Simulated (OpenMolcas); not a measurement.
# Relativistic diatomic calculation for ClF (part 2 of 2)

Continued. System: ClF. Method: SA-CASSCF(10,6)/XMS-CASPT2 + RASSI spin-orbit (X2C scalar, AMFI), ANO-RCC-VTZP (OpenMolcas).

**Log (extracts), continued**
```
++ Dipole transition strengths (spin-free states):
     for osc. strength at least  1.00000000E-05
      From   To        Osc. strength     Einstein coefficients Ax, Ay, Az (sec-1)    Total A (sec-1)
         1    6       1.48781334E-03  1.33307568E+05  7.52260864E+05  0.00000000E+00  8.85568433E+05
         1    7       1.48781345E-03  7.52261063E+05  1.33307617E+05  0.00000000E+00  8.85568680E+05
         1    8       5.02984423E-03  1.06338508E+07  1.27714625E+06  0.00000000E+00  1.19109971E+07
         1    9       5.02984425E-03  1.27714639E+06  1.06338513E+07  0.00000000E+00  1.19109977E+07
         2    5       2.10924701E-02  0.00000000E+00  0.00000000E+00  1.51775560E+07  1.51775560E+07
         2   10       1.83570626E-03  3.93423879E+01  1.87540094E+06  0.00000000E+00  1.87544029E+06
         3    4       2.10897897E-02  0.00000000E+00  0.00000000E+00  1.51735181E+07  1.51735181E+07
         3   10       1.83566389E-03  1.87518685E+06  3.93375394E+01  0.00000000E+00  1.87522619E+06
         6    8       4.68037238E-05  0.00000000E+00  0.00000000E+00  2.75592624E+04  2.75592624E+04
         6    9       1.10400269E-02  0.00000000E+00  0.00000000E+00  6.50065857E+06  6.50065857E+06
         7    8       1.10400267E-02  0.00000000E+00  0.00000000E+00  6.50065649E+06  6.50065649E+06
         7    9       4.68036363E-05  0.00000000E+00  0.00000000E+00  2.75592078E+04  2.75592078E+04
         4   10       1.75814426E-04  4.64262407E+03  6.04864195E-02  0.00000000E+00  4.64268456E+03
         5   10       1.75807078E-04  6.04743315E-02  4.64169195E+03  0.00000000E+00  4.64175243E+03
 Electric-quadrupole - electric-quadrupole not included
 Electric-dipole - electric-octupole not included
 Electric-dipole - magnetic-quadrupole not included
   Eigenvalues of complex Hamiltonian:
  (Shifted by EMIN (a.u.) =       -560.8530234001)
 SO State       Relative EMIN(au)   Rel lowest level(eV)    D:o, cm**(-1)      Omega
     1            -0.0000289247        0.0000000000              0.0000         0.0
     2             0.1009689290        2.7482916079          22166.4667         2.0
     3             0.1009689291        2.7482916107          22166.4667         2.0
     4             0.1020684479        2.7782110418          22407.7832         1.0
     5             0.1020765592        2.7784317601          22409.5634         1.0
     6             0.1032505463        2.8103775765          22667.2238         0.0
     7             0.1032834549        2.8112730662          22674.4464         0.0
     8             0.1361336403        3.7051721484          29884.2288         1.0
     9             0.1361336502        3.7051724195          29884.2309         1.0
    10             0.2510430321        6.8320159918          55103.9252         2.0
    11             0.2510430321        6.8320159920          55103.9252         2.0
    12             0.2517352832        6.8508531044          55255.8567         1.0
    13             0.2517375587        6.8509150236          55256.3561         1.0
    14             0.2524841719        6.8712314042          55420.2188         0.0
    15             0.2524951447        6.8715299892          55422.6270         0.0
    16             0.2715075510        7.3888839218          59595.3679         1.0
    17             0.2715075553        7.3888840390          59595.3689         1.0
    18             0.2804457912        7.6321058273          61557.0849         0.0
    19             0.2804510265        7.6322482881          61558.2339         1.0
    20             0.2804510267        7.6322482924          61558.2339         1.0
 Weights of the five most important spin-orbit-free states for each spin-orbit state.
 SO State  Total energy (au)           Spin-free states, spin, and weights
    1        -0.000029       1 0.0  0.9998    2 1.0  0.0001    3 1.0  0.0001    5 1.0  0.0000    4 1.0  0.0000
    2         0.100969       2 1.0  0.5018    3 1.0  0.4982    4 1.0  0.0000    5 1.0  0.0000   10 1.0  0.0000
    3         0.100969       2 1.0  0.5018    3 1.0  0.4982    4 1.0  0.0000    5 1.0  0.0000    1 0.0  0.0000
    4         0.102068       2 1.0  0.9989    7 0.0  0.0009    6 0.0  0.0002   10 1.0  0.0000    8 0.0  0.0000
    5         0.102077       3 1.0  0.9989    6 0.0  0.0009    7 0.0  0.0002   10 1.0  0.0000    9 0.0  0.0000
    6         0.103251       3 1.0  0.5017    2 1.0  0.4982   10 1.0  0.0001    5 1.0  0.0000    4 1.0  0.0000
    7         0.103283       3 1.0  0.5017    2 1.0  0.4982    1 0.0  0.0002    5 1.0  0.0000    4 1.0  0.0000
    8         0.136134       6 0.0  0.8747    7 0.0  0.1241    3 1.0  0.0006    2 1.0  0.0005   10 1.0  0.0001
    9         0.136134       7 0.0  0.8747    6 0.0  0.1241    2 1.0  0.0006    3 1.0  0.0005   10 1.0  0.0001
   10         0.251043       4 1.0  0.5008    5 1.0  0.4992    2 1.0  0.0000    3 1.0  0.0000   10 1.0  0.0000
   11         0.251043       4 1.0  0.5008    5 1.0  0.4992    2 1.0  0.0000    3 1.0  0.0000    1 0.0  0.0000
   12         0.251735       4 1.0  0.9986    9 0.0  0.0012    8 0.0  0.0002   10 1.0  0.0000    6 0.0  0.0000
   13         0.251738       5 1.0  0.9986    8 0.0  0.0012    9 0.0  0.0002   10 1.0  0.0000    7 0.0  0.0000
   14         0.252484       5 1.0  0.5008    4 1.0  0.4992   10 1.0  0.0000    3 1.0  0.0000    2 1.0  0.0000
   15         0.252495       5 1.0  0.5008    4 1.0  0.4992    1 0.0  0.0000    3 1.0  0.0000    2 1.0  0.0000
   16         0.271508       8 0.0  0.9353    9 0.0  0.0631    5 1.0  0.0009    4 1.0  0.0004   10 1.0  0.0003
   17         0.271508       9 0.0  0.9353    8 0.0  0.0631    4 1.0  0.0009    5 1.0  0.0004   10 1.0  0.0003
   18         0.280446      10 1.0  0.9999    3 1.0  0.0000    2 1.0  0.0000    5 1.0  0.0000    4 1.0  0.0000
   19         0.280451      10 1.0  0.9996    8 0.0  0.0002    7 0.0  0.0001    2 1.0  0.0000    9 0.0  0.0000
   20         0.280451      10 1.0  0.9996    9 0.0  0.0002    6 0.0  0.0001    3 1.0  0.0000    8 0.0  0.0000
++ Dipole transition strengths (SO states):
        for osc. strength at least   1.00000000E-05
      From   To        Osc. strength     Einstein coefficients Ax, Ay, Az (sec-1)    Total A (sec-1)
         1    8       1.48648223E-03  4.19137261E+05  4.66357616E+05  0.00000000E+00  8.85494877E+05
         1    9       1.48648238E-03  4.66357964E+05  4.19137134E+05  0.00000000E+00  8.85495098E+05
         1   16       5.02251084E-03  8.24117541E+06  3.65721240E+06  0.00000000E+00  1.18983878E+07
         1   17       5.02251152E-03  3.65721147E+06  8.24117832E+06  0.00000000E+00  1.18983898E+07
         2   10       2.10138409E-02  0.00000000E+00  0.00000000E+00  1.52064499E+07  1.52064499E+07
         2   19       9.29109444E-04  2.43586972E+01  9.61632271E+05  0.00000000E+00  9.61656630E+05
         2   20       9.22555884E-04  9.54849278E+05  2.42184368E+01  0.00000000E+00  9.54873497E+05
         3   11       2.10138442E-02  0.00000000E+00  0.00000000E+00  1.52064523E+07  1.52064523E+07
         3   19       9.22601694E-04  9.54896690E+05  2.42194325E+01  0.00000000E+00  9.54920909E+05
         3   20       9.29063638E-04  2.43577029E+01  9.61584862E+05  0.00000000E+00  9.61609220E+05
         4   13       2.10701312E-02  0.00000000E+00  0.00000000E+00  1.51650023E+07  1.51650023E+07
         4   18       1.83441889E-03  3.93526482E+01  1.87533849E+06  0.00000000E+00  1.87537784E+06
         5   12       2.10674565E-02  0.00000000E+00  0.00000000E+00  1.51609727E+07  1.51609727E+07
         5   18       1.83437574E-03  1.87512383E+06  3.93477917E+01  0.00000000E+00  1.87516317E+06
         6   14       2.11637668E-02  0.00000000E+00  0.00000000E+00  1.51438825E+07  1.51438825E+07
         6   19       9.06341759E-04  1.56623198E+01  9.14376853E+05  0.00000000E+00  9.14392515E+05
         6   20       9.12852985E-04  9.20945781E+05  1.57986930E+01  0.00000000E+00  9.20961580E+05
         7   15       2.11750327E-02  0.00000000E+00  0.00000000E+00  1.51474899E+07  1.51474899E+07
         7   19       9.13161981E-04  9.20915368E+05  1.57964928E+01  0.00000000E+00  9.20931164E+05
         7   20       9.06742454E-04  1.56621013E+01  9.14441359E+05  0.00000000E+00  9.14457021E+05
         8   16       3.22127359E-04  0.00000000E+00  0.00000000E+00  1.89674281E+05  1.89674281E+05
         8   17       1.07705241E-02  0.00000000E+00  0.00000000E+00  6.34187529E+06  6.34187529E+06
         9   16       1.07705230E-02  0.00000000E+00  0.00000000E+00  6.34187331E+06  6.34187331E+06
         9   17       3.22127313E-04  0.00000000E+00  0.00000000E+00  1.89674238E+05  1.89674238E+05
        10   19       8.96179031E-05  2.35714491E-02  2.49018932E+03  0.00000000E+00  2.49021289E+03
        10   20       8.98995485E-05  2.49801533E+03  2.36707345E-02  0.00000000E+00  2.49803900E+03
        11   19       8.98985429E-05  2.49798736E+03  2.36703784E-02  0.00000000E+00  2.49801103E+03
        11   20       8.96189088E-05  2.35718049E-02  2.49021729E+03  0.00000000E+00  2.49024086E+03
        12   18       1.75785997E-04  4.65555274E+03  6.06942757E-02  0.00000000E+00  4.65561344E+03
        13   18       1.75778635E-04  6.06821789E-02  4.65461987E+03  0.00000000E+00  4.65468056E+03
        14   19       8.62295065E-05  3.71348810E-02  2.16693853E+03  0.00000000E+00  2.16697566E+03
        14   20       8.59551982E-05  2.16004518E+03  3.70469910E-02  0.00000000E+00  2.16008223E+03
        15   19       8.59910431E-05  2.15925058E+03  3.70311232E-02  0.00000000E+00  2.15928761E+03
        15   20       8.62633343E-05  3.71182993E-02  2.16608792E+03  0.00000000E+00  2.16612503E+03
 Electric-quadrupole - electric-quadrupole not included
 Electric-dipole - electric-octupole not included
 Electric-dipole - magnetic-quadrupole not included
```

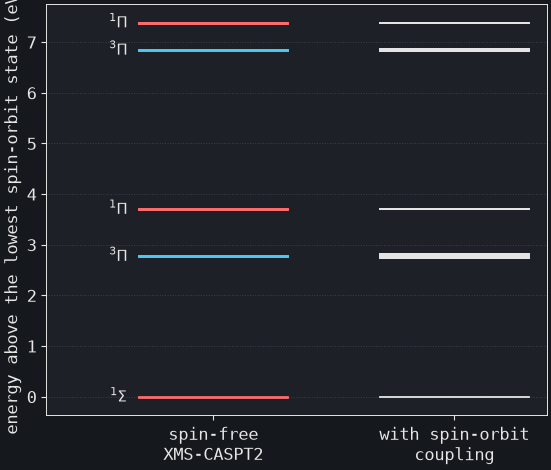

Figure 1. States up to 7.4 eV at 1.659 Å, without spin-orbit coupling (left, a colour for each spin multiplicity) and with it (right, where close levels merge). The spin-free states run ¹Σ (0.00 eV), ³Π (2.78 eV), ¹Π (3.70 eV), ³Π (6.85 eV), ¹Π (7.39 eV) from the lowest. The lowest spin-orbit levels have |Ω| = 0 (0 cm⁻¹), 2 (22,166 cm⁻¹), 1 (22,408 cm⁻¹), 0 (22,667 cm⁻¹), 0 (22,674 cm⁻¹).

Outcome of the run: converged.
